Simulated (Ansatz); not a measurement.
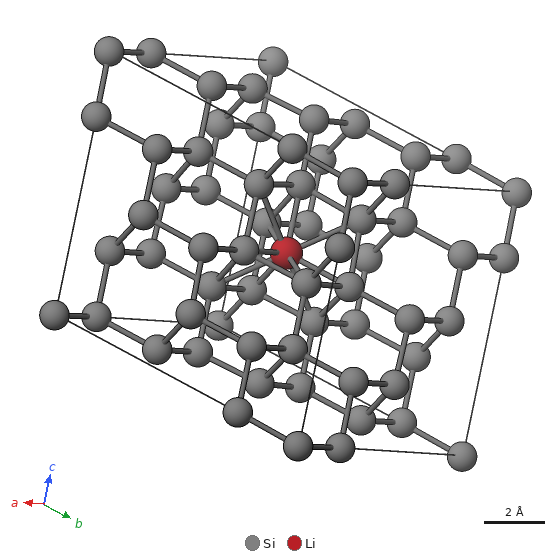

Ball-and-stick model, viewed from a general direction. The lines enclose the supercell; boundary atoms appear with their images. The host is Si, in a cell of 32 sites, and the cell carries a charge of +1.

What kind of defect was put in?

An interstitial lithium atom. It is bonded to ten Si at about 2.4 to 2.7 Å.

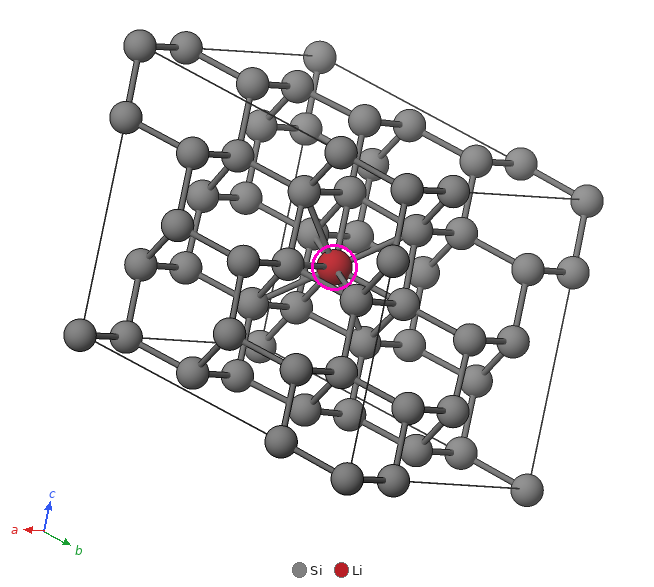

The same cell with a ring at the defect's site.

The atoms were relaxed in the host's cell with Ansatz, DFT PBE, scalar-relativistic, plane waves, PAW.
